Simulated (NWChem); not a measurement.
# Ge2H6Se (SMILES [GeH3][Se][GeH3]) at 3 levels

Wanted: a comparison of 3 runs (HF/STO-3G, HF/3-21G, B3LYP/6-31G*) of Ge2H6Se. 

Program for the calculation: NWChem 7.3.0.

### 1 The molecule

The species is Ge2H6Se (9 atoms), meant as a singlet with charge 0. SMILES: `[GeH3][Se][GeH3]`. Geometry: relaxed at PBE0-D4/def2-TZVP.

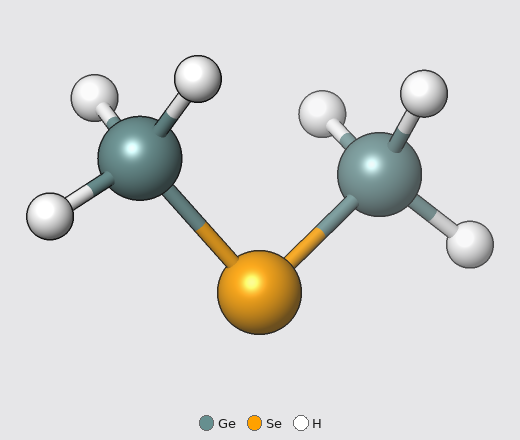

Viewed from a chosen angle; germanium teal, selenium orange, hydrogen white.

### 2 Energy and gradient at HF/STO-3G (run 1)

input.nw reads:

```
START input
TITLE "Ge2H6Se"
memory total 2200 mb
GEOMETRY units angstroms noautosym nocenter noautoz
Ge    0.630300    0.380400   -1.583700
Se    1.468100   -0.592500    0.388900
Ge   -0.543900   -0.417900    1.597700
H    -0.530900   -0.462900   -2.134400
H     1.799800    0.401600   -2.575500
H     0.137800    1.808100   -1.296900
H    -1.653000   -1.214100    0.891100
H    -0.962400    1.056900    1.710800
H    -0.257300   -1.006000    2.984700
END
BASIS spherical bse
* library STO-3G
END
SCF
thresh 1e-08
maxiter 80
END
TASK scf gradient
```

Started as:

```sh
$ nwchem input.nw > input.out
```

What it wrote:

```text
[...]
  functions       =    60
[...]
  wavefunction    = RHF
[...]
         Total SCF energy =  -6480.644082285528
      One-electron energy = -10634.956487217920
      Two-electron energy =   3382.107856785008
 Nuclear repulsion energy =    772.204548147384
        Time for solution =     10.3s
[...]
                         RHF ENERGY GRADIENTS
    atom               coordinates                        gradient
                 x          y          z           x          y          z
   1 Ge      1.191094   0.718852  -2.992759    0.001214  -0.008468   0.021997
   2 Se      2.774307  -1.119663   0.734914    0.020959  -0.008413   0.005611
   3 Ge     -1.027822  -0.789716   3.019215    0.015823   0.001529  -0.017422
   4 H      -1.003256  -0.874754  -4.033431   -0.029425  -0.021974  -0.013768
   5 H       3.401129   0.758914  -4.866989    0.031557  -0.000764  -0.023121
   6 H       0.260404   3.416814  -2.450786   -0.012246   0.036473   0.007809
   7 H      -3.123717  -2.294316   1.683935   -0.027934  -0.020657  -0.018309
   8 H      -1.818672   1.997251   3.232943   -0.010128   0.037811   0.002772
   9 H      -0.486226  -1.901064   5.640265    0.010181  -0.015538   0.034430
[...]
```

It took 15 s on 1 thread of Intel Xeon Platinum 8259CL at 2.50GHz (Skylake/Cascade Lake), shared host; peak memory 0.1 GiB.

### 3 Energy and gradient at HF/3-21G (run 2)

calc.nw reads:

```
start calc
title "Ge2H6Se"
memory total 2200 mb
charge 0

geometry units atomic noautosym nocenter noautoz
Ge     1.19109438     0.71885182    -2.99275926
Se     2.77430692    -1.11966273     0.73491449
Ge    -1.02782204    -0.78971655     3.01921543
H     -1.00325560    -0.87475422    -4.03343144
H      3.40112908     0.75891401    -4.86698963
H      0.26040426     3.41681381    -2.45078581
H     -3.12371728    -2.29431649     1.68393495
H     -1.81867242     1.99725154     3.23294345
H     -0.48622653    -1.90106448     5.64026556
end

basis spherical bse
* library 3-21G
end

scf
singlet
rhf
thresh 1e-08
maxiter 80
print low
end

task scf gradient
```

Started as:

```sh
$ nwchem calc.nw > calc.out
```

What it wrote:

```text
[...]
  functions       =    78
[...]
  wavefunction    = RHF
[...]
         Total SCF energy =  -6522.628923052569
      One-electron energy = -10645.349029254354
      Two-electron energy =   3350.515613256253
 Nuclear repulsion energy =    772.204492945532
        Time for solution =     10.7s
[...]
                         RHF ENERGY GRADIENTS
    atom               coordinates                        gradient
                 x          y          z           x          y          z
   1 Ge      1.191094   0.718852  -2.992759    0.000684  -0.008464   0.022605
   2 Se      2.774307  -1.119663   0.734914   -0.018685   0.007518  -0.005022
   3 Ge     -1.027822  -0.789717   3.019215    0.015774   0.001821  -0.018174
   4 H      -1.003256  -0.874754  -4.033431   -0.000266  -0.000823  -0.000904
   5 H       3.401129   0.758914  -4.866990    0.001702  -0.000394  -0.000277
   6 H       0.260404   3.416814  -2.450786    0.000306   0.001215  -0.000164
   7 H      -3.123717  -2.294316   1.683935   -0.000677  -0.001089   0.000071
   8 H      -1.818672   1.997252   3.232943   -0.000039   0.000961   0.000809
   9 H      -0.486227  -1.901064   5.640266    0.001201  -0.000744   0.001056
 Task  times  cpu:       14.4s     wall:       14.4s
[...]
```

Run time: 15 s. Hardware: 1 thread of Intel Xeon Platinum 8259CL at 2.50GHz (Skylake/Cascade Lake), shared host; peak memory 0.1 GiB.

### 4 Energy and gradient at B3LYP/6-31G(d) (Cartesian functions) (run 3)

geom.nw reads:

```
start geom
title "Ge2H6Se B3LYP"
memory 2200 mb

geometry units angstroms noautosym nocenter noautoz
  Ge       0.630300       0.380400      -1.583700
  Se       1.468100      -0.592500       0.388900
  Ge      -0.543900      -0.417900       1.597700
  H       -0.530900      -0.462900      -2.134400
  H        1.799800       0.401600      -2.575500
  H        0.137800       1.808100      -1.296900
  H       -1.653000      -1.214100       0.891100
  H       -0.962400       1.056900       1.710800
  H       -0.257300      -1.006000       2.984700
end

basis cartesian
  * library 6-31G*
end

dft
  xc b3lyp
  mult 1
  grid fine
  convergence energy 1e-08
  maxiter 100
  mulliken
end

task dft gradient
```

Started as:

```sh
$ nwchem geom.nw > geom.out
```

What it wrote:

```text
[...]
          Wavefunction type:  closed shell.
          No. of atoms     :     9
          No. of electrons :   104
[...]
          Charge           :     0
          Spin multiplicity:     1
[...]
          AO basis - number of functions:   117
[...]
              XC Information
              --------------
                         B3LYP Method XC Potential
                     Hartree-Fock (Exact) Exchange  0.200
                        Slater Exchange Functional  0.800 local
                    Becke 1988 Exchange Functional  0.720 non-local
              Lee-Yang-Parr Correlation Functional  0.810
                  VWN I RPA Correlation Functional  0.190 local
[...]
 d= 0,ls=0.0,diis     1  -6558.4134380970 -7.33D+03  1.01D-02  2.94D+00    10.6
[...]
 d= 0,ls=0.0,diis     8  -6558.4716212090  2.40D-09  4.00D-06  2.21D-07    60.2
         Total DFT energy =    -6558.471621209015
      One electron energy =   -10676.282525161216
           Coulomb energy =     3593.071108916059
    Exchange-Corr. energy =     -247.464753111242
 Nuclear repulsion energy =      772.204548147384
[...]
      Total Density - Mulliken Population Analysis
     ---------------------------------------------
    Atom       Charge   Shell Charges
 -----------   ------   -------------------------------------------------------
    1 Ge  32    32.04   2.00  1.99  6.00  1.93  5.99  1.34  2.22  0.10  0.29  6.92  2.96  0.30
    2 Se  34    34.17   2.00  1.99  6.00  1.93  5.98  1.56  3.21  0.34  1.04  6.99  2.96  0.18
    3 Ge  32    32.04   2.00  1.99  6.00  1.93  5.99  1.34  2.22  0.10  0.29  6.92  2.96  0.30
    4 H    1     0.96   0.49  0.47
    5 H    1     0.95   0.49  0.46
    6 H    1     0.96   0.49  0.47
    7 H    1     0.96   0.49  0.47
    8 H    1     0.96   0.49  0.47
    9 H    1     0.95   0.49  0.46
[...]
  wavefunction    = closed shell
                         DFT ENERGY GRADIENTS
    atom               coordinates                        gradient
                 x          y          z           x          y          z
   1 Ge      1.191094   0.718852  -2.992759    0.001180  -0.001659   0.003511
   2 Se      2.774307  -1.119663   0.734914   -0.009228   0.003706  -0.002486
   3 Ge     -1.027822  -0.789716   3.019215    0.003354  -0.000162  -0.002271
   4 H      -1.003256  -0.874754  -4.033431    0.002045   0.001082   0.001530
   5 H       3.401129   0.758914  -4.866989   -0.001807  -0.000242   0.002123
   6 H       0.260404   3.416814  -2.450786    0.000945  -0.002569   0.000185
   7 H      -3.123717  -2.294316   1.683935    0.002325   0.001256   0.000678
   8 H      -1.818672   1.997251   3.232943    0.001235  -0.002378  -0.000636
   9 H      -0.486226  -1.901064   5.640265   -0.000049   0.000967  -0.002633
[...]
```

Run time: 87 s. Hardware: 1 thread of Intel Xeon Platinum 8259CL at 2.50GHz (Skylake/Cascade Lake), shared host; peak memory 0.13 GiB.

### 5 All runs side by side

| run | level | Cartesian functions | iteration cap | energy (Eh) | dipole moment (D) | HOMO energy (eV) | LUMO energy (eV) | wall time |
| --- | --- | --- | --- | --- | --- | --- | --- | --- |
| 1 | HF/STO-3G | no | 80 | -6480.644082 | 2.12 | -6.73 | 9.03 | 15 s |
| 2 | HF/3-21G | no | 80 | -6522.628923 | – | – | – | 15 s |
| 3 | B3LYP/6-31G* (Cartesian functions) | yes | 100 | -6558.471621 | 1.34 | -6.44 | -0.61 | 87 s |

### 6 Outcome

```
                       quantity           value
            run 3: total energy  -6558.47162 Eh
           run 3: dipole moment          1.34 D
             run 3: HOMO energy        -6.44 eV
             run 3: LUMO energy        -0.61 eV
           run 3: HOMO–LUMO gap         5.83 eV
run 3: largest force on an atom      0.527 eV/Å
```

In words: In run 1 the basis is minimal, so the values are rough. All runs together took 2 min, the longest 87 s.
